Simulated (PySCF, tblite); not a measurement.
# C4H11AlOS: geometry, infrared bands and NMR shifts

What infrared bands and NMR shifts should C4H11AlOS (`CC[O][AlH][S]CC`) show?

Programs: tblite 0.8.0 and PySCF 2.14.0, with density-fitted response routines of our own. Each step states its level of theory. These are calculated values for one molecule in the gas phase, unless marked as measured. Atoms count from 0, in the outputs and in this text.

**1. Starting geometry**

18 atoms, charge 0, multiplicity 1; geometry from: force field or distance geometry start.

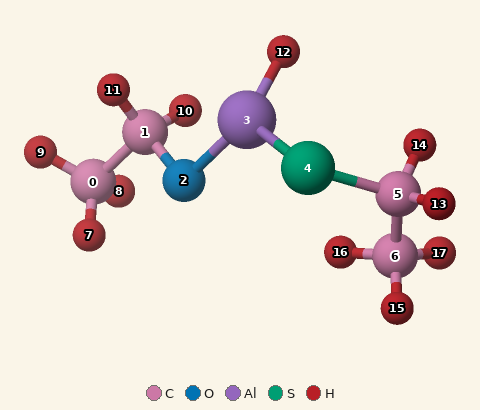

The starting geometry (carbon pink, oxygen blue, aluminium purple, sulfur teal, hydrogen red), atoms numbered; sticks join atoms by distance.

**2. Optimising the geometry with GFN2-xTB**

Job settings and geometry (Å):

```
{"job": {"kind": "relax", "xc": "GFN2-xTB", "basis": "xTB"}, "charge": 0, "multiplicity": 1}
C     -3.131000    -1.642300    -0.089300
C     -2.441300    -0.361900    -0.579000
O     -1.229200    -0.304400     0.145900
Al    -0.397800     1.249200    -0.461100
S      1.427200     1.994000     0.639600
C      2.870000     1.360300    -0.262000
C      2.990100    -0.126600    -0.181700
H     -2.658500    -1.950400     0.860100
H     -2.943700    -2.434600    -0.836500
H     -4.204600    -1.400800     0.008600
H     -2.164800    -0.542500    -1.622800
H     -3.095500     0.513300    -0.415900
H     -0.530500     1.619600    -2.008000
H      3.822900     1.888300     0.005300
H      2.692200     1.601700    -1.347600
H      3.576900    -0.358000     0.752400
H      1.951500    -0.534300    -0.067900
H      3.457200    -0.564300    -1.081300
```

Launch:

```
OMP_NUM_THREADS=1 python probes_run.py task.json out
```

The driver reads the jobs from task.json and runs them one after another.

Standard output:

```text
step      E/eV     max force
  0    -614.72854    3.510
  1    -615.13069    2.538
  2    -615.42771    1.791
  3    -615.52918    1.451
  4    -615.68623    0.687
  5    -615.71112    0.548
  6    -615.74465    0.291
  7    -615.75353    0.288
  8    -615.76988    0.254
  9    -615.77871    0.300
 10    -615.79147    0.374
 11    -615.80770    0.420
 12    -615.83497    0.512
 13    -615.87394    0.576
 14    -615.91799    0.493
 15    -615.95560    0.433
 16    -615.99382    0.475
 17    -616.02819    0.484
 18    -616.05421    0.364
 19    -616.07341    0.315
 20    -616.08834    0.461
 21    -616.10332    0.403
 22    -616.12088    0.426
 23    -616.13976    0.300
 24    -616.15475    0.338
 25    -616.16881    0.308
 26    -616.18205    0.284
 27    -616.19594    0.358
 28    -616.21157    0.339
 29    -616.22965    0.318
 30    -616.24807    0.319
 31    -616.26785    0.316
 32    -616.29176    0.429
 33    -616.31971    0.610
 34    -616.34134    0.379
 35    -616.35708    0.232
 36    -616.36611    0.225
 37    -616.37681    0.264
 38    -616.38749    0.211
 39    -616.39396    0.234
 40    -616.39934    0.191
 41    -616.40462    0.238
 42    -616.41030    0.261
 43    -616.41619    0.194
 44    -616.42150    0.184
 45    -616.42701    0.153
 46    -616.43207    0.181
 47    -616.43701    0.183
 48    -616.44115    0.154
 49    -616.44419    0.127
 50    -616.44600    0.102
 51    -616.44709    0.065
 52    -616.44776    0.048
 53    -616.44833    0.051
 54    -616.44886    0.055
 55    -616.44946    0.057
 56    -616.44998    0.054
 57    -616.45037    0.046
 58    -616.45071    0.041
 59    -616.45108    0.044
 60    -616.45149    0.045
 61    -616.45190    0.049
 62    -616.45226    0.042
 63    -616.45258    0.041
 64    -616.45291    0.040
 65    -616.45324    0.037
 66    -616.45353    0.033
 67    -616.45380    0.036
 68    -616.45413    0.054
 69    -616.45461    0.060
 70    -616.45520    0.057
 71    -616.45577    0.053
 72    -616.45623    0.048
 73    -616.45662    0.048
 74    -616.45708    0.056
 75    -616.45774    0.074
 76    -616.45859    0.076
 77    -616.45939    0.060
 78    -616.45998    0.054
 79    -616.46053    0.056
 80    -616.46116    0.048
 81    -616.46185    0.051
 82    -616.46248    0.055
 83    -616.46297    0.045
 84    -616.46334    0.042
 85    -616.46364    0.058
 86    -616.46391    0.039
 87    -616.46408    0.025
 88    -616.46413    0.020
 89    -616.46419    0.021
 90    -616.46426    0.018
 91    -616.46434    0.022
 92    -616.46441    0.027
 93    -616.46448    0.027
 94    -616.46457    0.025
 95    -616.46468    0.028
 96    -616.46479    0.026
 97    -616.46489    0.021
 98    -616.46499    0.026
 99    -616.46514    0.030
100    -616.46538    0.040
101    -616.46575    0.053
102    -616.46619    0.061
103    -616.46657    0.051
104    -616.46687    0.041
105    -616.46713    0.036
106    -616.46734    0.020
107    -616.46744    0.023
108    -616.46749    0.016
109    -616.46753    0.018
110    -616.46760    0.020
111    -616.46767    0.024
112    -616.46774    0.027
113    -616.46781    0.023
114    -616.46788    0.019
115    -616.46797    0.020
116    -616.46806    0.020
117    -616.46816    0.023
118    -616.46827    0.021
119    -616.46842    0.025
120    -616.46860    0.030
121    -616.46883    0.032
122    -616.46913    0.041
123    -616.46950    0.050
124    -616.46993    0.050
125    -616.47043    0.054
126    -616.47089    0.068
127    -616.47140    0.057
128    -616.47177    0.047
129    -616.47216    0.030
130    -616.47235    0.038
131    -616.47261    0.028
132    -616.47283    0.028
133    -616.47303    0.031
134    -616.47316    0.028
135    -616.47326    0.024
136    -616.47333    0.017
137    -616.47340    0.016
138    -616.47347    0.020
139    -616.47353    0.018
140    -616.47364    0.026
141    -616.47378    0.032
142    -616.47400    0.031
143    -616.47425    0.039
144    -616.47445    0.034
145    -616.47459    0.025
146    -616.47465    0.016
147    -616.47468    0.010
```

Wall time 2 s (1 thread of Arm Neoverse N1, shared host).

Relaxation path: (not every step is listed)

| step | energy from step 0 (eV) | largest force (eV/Å) |
| --- | --- | --- |
| 0 | 0.0000 | 3.5100 |
| 1 | -0.4022 | 2.5385 |
| 2 | -0.6992 | 1.7907 |
| 3 | -0.8006 | 1.4509 |
| 4 | -0.9577 | 0.6868 |
| 5 | -0.9826 | 0.5480 |
| 6 | -1.0161 | 0.2906 |
| 7 | -1.0250 | 0.2876 |
| 8 | -1.0413 | 0.2540 |
| 21 | -1.3748 | 0.4027 |
| 34 | -1.6128 | 0.3785 |
| 47 | -1.7085 | 0.1825 |
| 60 | -1.7230 | 0.0454 |
| 73 | -1.7281 | 0.0484 |
| 86 | -1.7354 | 0.0395 |
| 99 | -1.7366 | 0.0296 |
| 112 | -1.7392 | 0.0269 |
| 125 | -1.7419 | 0.0535 |
| 138 | -1.7449 | 0.0200 |
| 142 | -1.7455 | 0.0309 |
| 143 | -1.7457 | 0.0388 |
| 144 | -1.7459 | 0.0337 |
| 145 | -1.7461 | 0.0247 |
| 146 | -1.7461 | 0.0156 |
| 147 | -1.7461 | 0.0100 |

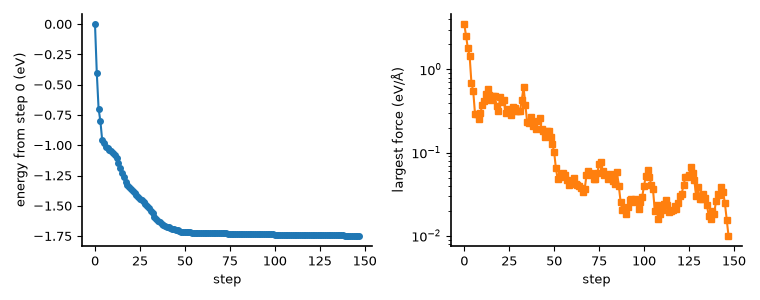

Energy and largest force along the relaxation.

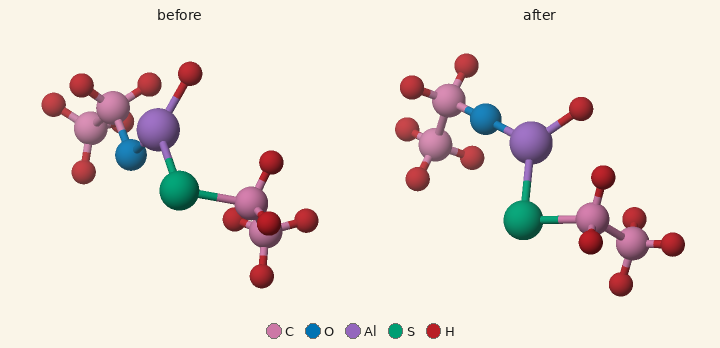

Before and after, at one scale.

Distances of close pairs at the start and the end, largest changes first:

| bond | before (Å) | after (Å) | change (Å) |
| --- | --- | --- | --- |
| O2–Al3 | 1.864 | 1.638 | -0.226 |
| Al3–H12 | 1.596 | 1.525 | -0.071 |
| Al3–S4 | 2.258 | 2.199 | -0.058 |
| C6–H15 | 1.127 | 1.087 | -0.040 |
| C5–H13 | 1.122 | 1.089 | -0.033 |
| C5–H14 | 1.126 | 1.095 | -0.031 |
| C6–H16 | 1.122 | 1.092 | -0.030 |
| S4–C5 | 1.816 | 1.841 | +0.026 |

The end geometry stands in the next job.

**3. Harmonic vibrations with GFN2-xTB**

Job settings and geometry (Å):

```
{"job": {"kind": "ir", "xc": "GFN2-xTB", "basis": "xTB"}, "charge": 0, "multiplicity": 1}
C     -3.085284    -1.465354     0.148937
C     -3.002916    -0.208665    -0.706600
O     -1.691827     0.277118    -0.759797
Al    -0.123566     0.743913    -0.831740
S      1.166041     1.002061     0.930979
C      2.709708     1.261571    -0.038421
C      3.380621    -0.054049    -0.379700
H     -2.763051    -1.243096     1.163671
H     -2.432284    -2.232905    -0.261629
H     -4.106294    -1.837856     0.167954
H     -3.334988    -0.427509    -1.728535
H     -3.648679     0.572999    -0.289851
H      0.481079     1.067909    -2.193868
H      3.349754     1.880372     0.588028
H      2.459622     1.813168    -0.950640
H      3.582837    -0.624022     0.523987
H      2.730695    -0.648508    -1.024694
H      4.319774     0.129171    -0.899258
```

Standard output:

```text
mode    cm-1     km/mol
  1      20.6      1.28
  2      29.8      1.66
  3      52.0      0.17
  4      81.3      1.02
  5     133.6      0.03
  6     163.3      1.48
  7     182.9      8.98
  8     246.1      0.54
  9     251.9      2.53
 10     318.8      0.52
 11     390.6     32.82
 12     423.1     59.75
 13     482.0     41.85
 14     603.7    101.55
 15     660.8      0.90
 16     714.2    188.19
 17     779.2      2.36
 18     834.1      3.68
 19     994.8     10.79
 20    1015.1      4.99
 21    1020.3      0.48
 22    1080.4      1.61
 23    1093.3      4.93
 24    1149.8      4.60
 25    1222.0      8.04
 26    1225.0    340.94
 27    1247.6     18.63
 28    1255.4      0.16
 29    1335.5      1.81
 30    1399.1      5.61
 31    1400.1      6.90
 32    1437.6      0.77
 33    1475.2      4.37
 34    1478.4      6.39
 35    1479.3      0.27
 36    1489.2      2.63
 37    1492.1      1.98
 38    1859.1    296.86
 39    2904.0     44.30
 40    2907.3      7.01
 41    2922.8     56.00
 42    2980.8     21.18
 43    3006.5     16.43
 44    3018.7     31.25
 45    3031.3     27.86
 46    3037.8     15.48
 47    3042.5     43.15
 48    3043.5     13.44
```

Wall time 1.2 s (1 thread of Arm Neoverse N1, shared host).

Which atoms move in the most intense modes:

| cm⁻¹ | km/mol | atoms |
| --- | --- | --- |
| 423 | 59.8 | H12 32 %, O2 23 %, Al3 18 % |
| 604 | 101.5 | H12 77 % |
| 714 | 188.2 | Al3 41 %, C1 20 %, H12 19 % |
| 1225 | 340.9 | O2 54 %, C1 34 % |
| 1859 | 296.9 | H12 96 % |
| 2904 | 44.3 | H10 56 %, H11 34 % |
| 2923 | 56.0 | H11 59 %, H10 37 % |
| 3042 | 43.1 | H9 58 %, H7 30 % |

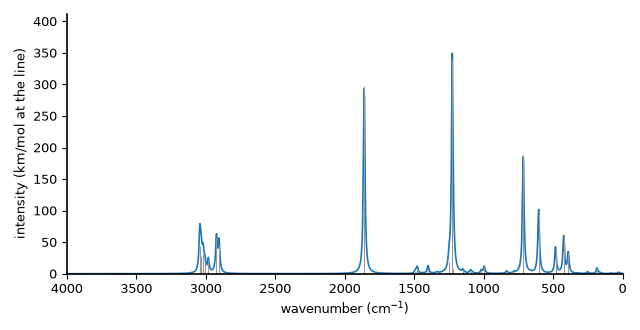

The infrared spectrum from these modes, unscaled. Lines are broadened to a width of 14 cm⁻¹ (Lorentzian).

**4. Nuclear shieldings: PBE0/pcSseg-1**

Same as in step 3 but for these lines:

```diff
@@ -1,2 +1,2 @@
-{"job": {"kind": "ir", "xc": "GFN2-xTB", "basis": "xTB"}, "charge": 0, "multiplicity": 1}
+{"job": {"kind": "nmr", "xc": "PBE0", "basis": "pcSseg-1"}, "charge": 0, "multiplicity": 1}
 C     -3.085284    -1.465354     0.148937
```

With the program's defaults for keys left out, this is: GIAO PBE0/pcSseg-1 NMR shielding, non-relativistic, gas phase.

Standard output:

```text
coarse grid: 15504 points
cycle   1  E = -874.2056221956  dE =  5.105e-01  |g| = 7.889e-01  |ddm| = 3.633e+00
cycle   2  E = -873.9668544111  dE =  2.388e-01  |g| = 1.357e+00  |ddm| = 1.652e+00
cycle   3  E = -874.3253816965  dE = -3.585e-01  |g| = 1.609e-01  |ddm| = 1.171e+00
cycle   4  E = -874.3307363719  dE = -5.355e-03  |g| = 5.254e-02  |ddm| = 1.831e-01
cycle   5  E = -874.3314099253  dE = -6.736e-04  |g| = 7.343e-03  |ddm| = 5.512e-02
cycle   6  E = -874.3314220244  dE = -1.210e-05  |g| = 2.782e-03  |ddm| = 1.110e-02
cycle   7  E = -874.3314240766  dE = -2.052e-06  |g| = 7.001e-04  |ddm| = 3.293e-03
final grid: 138768 points
cycle   8  E = -874.3857645386  dE = -2.824e-05  |g| = 1.170e-02  |ddm| = 2.357e-02
cycle   9  E = -874.3857371824  dE =  2.736e-05  |g| = 1.672e-02  |ddm| = 1.862e-02
cycle  10  E = -874.3857920391  dE = -5.486e-05  |g| = 1.712e-03  |ddm| = 1.175e-02
cycle  11  E = -874.3857926620  dE = -6.229e-07  |g| = 2.082e-04  |ddm| = 1.470e-03
cycle  12  E = -874.3857926717  dE = -9.678e-09  |g| = 8.296e-05  |ddm| = 3.463e-04
cycle  13  E = -874.3857926734  dE = -1.724e-09  |g| = 2.967e-05  |ddm| = 1.124e-04
cycle  14  E = -874.3857926736  dE = -1.996e-10  |g| = 3.930e-06  |ddm| = 2.272e-05
converged SCF energy = -874.3857926736

GIAO shielding tensors (ppm)
atom      isotropic    diamagn.    paramagn.     s11        s22        s33       span
  0 C      163.578     248.689     -85.111    143.044    162.792    184.899     41.854
  1 C      120.761     237.869    -117.108     89.486    105.914    166.883     77.398
  2 O      251.654     404.495    -152.841    193.742    258.016    303.204    109.462
  3 Al     409.898     799.133    -389.235    372.215    381.707    475.771    103.555
  4 S      578.692    1061.913    -483.221    492.633    584.611    658.832    166.199
  5 C      162.757     252.746     -89.989    142.877    166.135    179.259     36.382
  6 C      160.006     247.911     -87.904    138.513    153.404    188.102     49.589
  7 H       30.120      31.454      -1.334     26.768     29.224     34.366      7.597
  8 H       30.339      31.198      -0.859     27.262     29.087     34.670      7.408
  9 H       30.638      26.493       4.145     26.740     27.435     37.739     10.999
 10 H       27.166      27.321      -0.155     21.830     26.997     32.669     10.839
 11 H       27.268      27.637      -0.369     21.965     27.012     32.828     10.862
 12 H       27.414      31.561      -4.147     23.114     26.329     32.800      9.686
 13 H       29.096      30.334      -1.238     22.514     27.979     36.796     14.282
 14 H       29.056      31.969      -2.912     23.538     28.395     35.236     11.697
 15 H       30.320      29.924       0.396     26.607     28.495     35.856      9.249
 16 H       31.085      31.149      -0.064     27.061     30.710     35.484      8.424
 17 H       30.288      26.998       3.291     25.233     26.806     38.826     13.593
```

Wall time 70 s (1 thread of Arm Neoverse N1, shared host); peak memory 0.97 GiB.

Shifts follow as δ = σ(reference) − σ, with reference shieldings (ppm) from runs at the same level and on the same kind of geometry: ¹H TMS 31.72, ¹³C TMS 186.9, ¹⁷O H2O 336.1, ³³S CS2 504, ²⁷Al AlH4- 490.0. The references are single molecules in the gas phase, so shifts against H2O, NH3, PH3, H3PO4 or CFCl3 are not on the usual liquid scales and can be off by tens of ppm. Shifts against hydride references such as AlH4− lie on their own scale. Atoms listed in one row are averaged.

| atoms | environment | σ (ppm) | δ (ppm) |
| --- | --- | --- | --- |
| C1 | sp3 CH2 bonded to O | 120.8 | 66.2 |
| C6 | methyl carbon | 160.0 | 26.9 |
| C5 | sp3 CH2 bonded to S | 162.8 | 24.2 |
| C0 | methyl carbon | 163.6 | 23.3 |
| H10, H11 | hydrogen on an sp3 CH2 bonded to O | 27.22 | 4.50 |
| H12 | hydrogen on an aluminium bonded to O, S | 27.41 | 4.30 |
| H13, H14 | hydrogen on an sp3 CH2 bonded to S | 29.08 | 2.64 |
| H7, H8, H9 | hydrogen on a methyl carbon | 30.37 | 1.35 |
| H15, H16, H17 | hydrogen on a methyl carbon | 30.56 | 1.15 |
| O2 | oxygen bonded to C, Al | 251.7 | 84.4 |
| Al3 | aluminium bonded to O, S, H | 409.9 | 80.1 |
| S4 | sulfur bonded to C, Al | 579 | -75 |

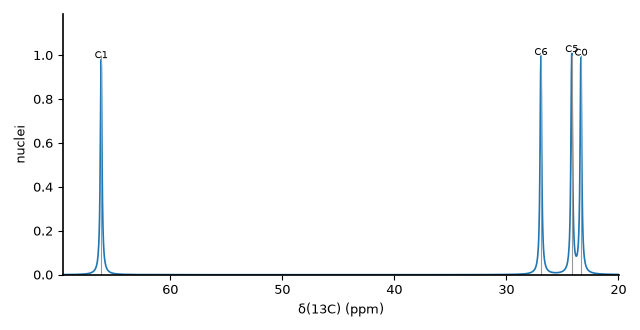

¹³C lines at the computed shifts, without couplings. Lines are broadened to a width of 0.17 ppm (Lorentzian).

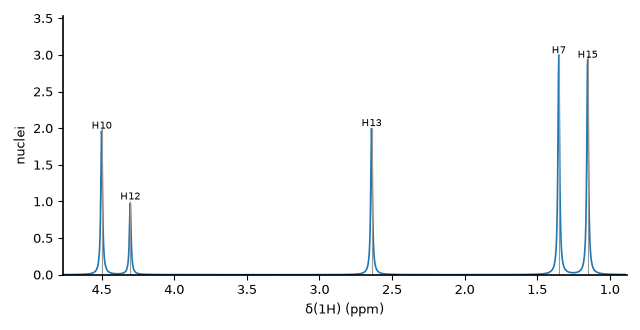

¹H lines at the computed shifts, without couplings. Lines are broadened to a width of 0.01 ppm (Lorentzian).

The run also stored atomic charges by several schemes (e):

| atoms | Mulliken | IAO | Hirshfeld | ESP fit |
| --- | --- | --- | --- | --- |
| C0 | -0.32 | -0.43 | -0.12 | -0.27 |
| C1 | 0.10 | -0.02 | 0.02 | 0.48 |
| O2 | -0.76 | -0.65 | -0.30 | -0.56 |
| Al3 | 0.95 | 0.89 | 0.50 | 0.81 |
| S4 | -0.35 | -0.26 | -0.17 | -0.46 |
| C5 | -0.38 | -0.31 | -0.06 | 0.10 |
| C6 | -0.26 | -0.41 | -0.12 | -0.18 |

IAO charges:

C0 -0.43; C1 -0.02; O2 -0.65; Al3 0.89; S4 -0.26; C5 -0.31; C6 -0.41; H7 0.15; H8 0.14; H9 0.14; H10 0.13; H11 0.13; H12 -0.23; H13 0.16; H14 0.14; H15 0.15; H16 0.14; H17 0.14

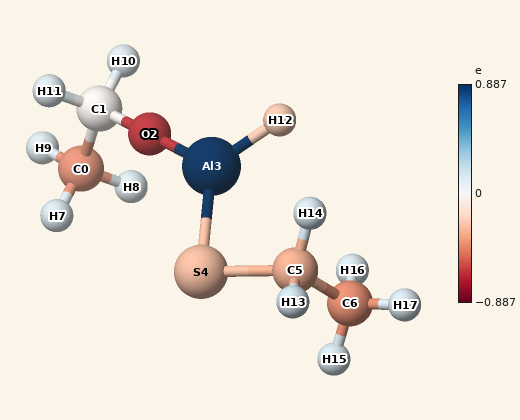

IAO charges, as colours on the atoms.

Mayer bond orders: C0–C1 1.06, C1–O2 0.86, O2–Al3 0.96, Al3–S4 0.96, S4–C5 0.99, C5–C6 1.03.

Orbitals, density, ELF and potential are computed afterwards from the orbital file.

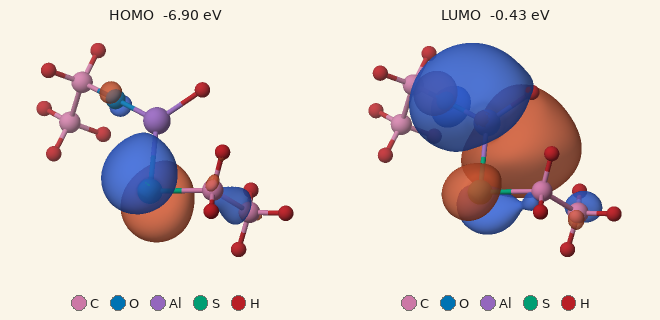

PBE0/pcSseg-1 orbitals near the gap, drawn at the value that encloses 70 % of each; the two colours are the two signs.

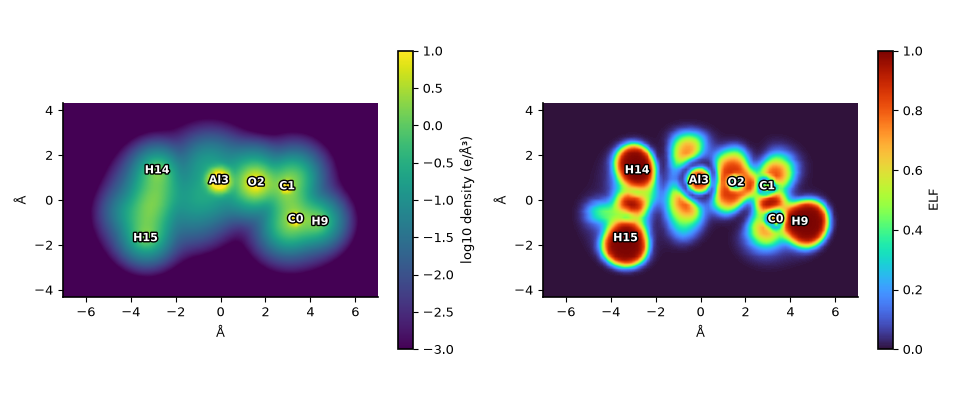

Density (left) and ELF (right) in a plane through or near 7 of the atoms.

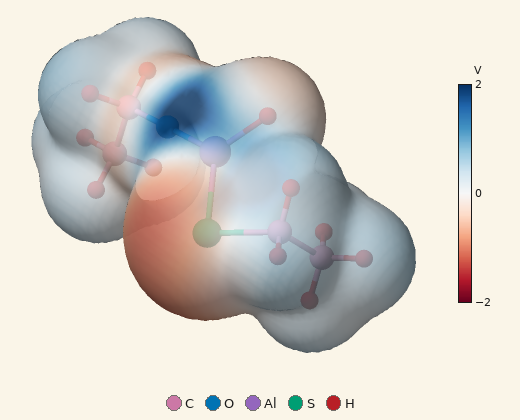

The potential that a unit positive charge feels on the 0.002 e/bohr³ surface, from -1.09 V near S4 to 2.00 V near Al3.

**5. What came out**

```
                                                              quantity                             value
                             strongest single infrared mode (GFN2-xTB)             1225 cm⁻¹, 341 km/mol
                                          zero-point energy (GFN2-xTB)                     89.2 kcal/mol
                                ¹³C shifts against TMS (PBE0/pcSseg-1)        66.2, 26.9, 24.2, 23.3 ppm
¹H shifts against TMS (PBE0/pcSseg-1, means over atoms taken as alike)  4.50, 4.30, 2.64, 1.35, 1.15 ppm
                                ¹⁷O shifts against H2O (PBE0/pcSseg-1)                          84.4 ppm
                             ²⁷Al shifts against AlH4- (PBE0/pcSseg-1)                          80.1 ppm
                                ³³S shifts against CS2 (PBE0/pcSseg-1)                           -75 ppm
                                 surface potential, least and greatest                -1.09 V and 2.00 V
```

What this shows: The optimisation took 147 steps and gained 1.746 eV; among the close pairs (by a distance rule), O2–Al3 changed most, from 1.864 to 1.638 Å. All 48 modes are real, so the xTB geometry is a minimum. GFN2-xTB is a fitted tight-binding method: band positions and strengths are rough. Its intensities can rank the bands wrongly. The most deshielded carbon is C1 (sp3 CH2 bonded to O), at 66.2 ppm: deshielded by the electronegative neighbour. H10, H11 (mean) (hydrogen on an sp3 CH2 bonded to O) lies farthest downfield among hydrogen, at 4.50 ppm; its carbon carries O, hence the downfield position. At PBE0/pcSseg-1: The widest tensor belongs to S4: span 166 ppm, with a paramagnetic part of -483 ppm. At PBE0/pcSseg-1, counted by nearest atom on the grid, the HOMO lies on S4 78 %, the LUMO on Al3 42 %; H12 16 %.
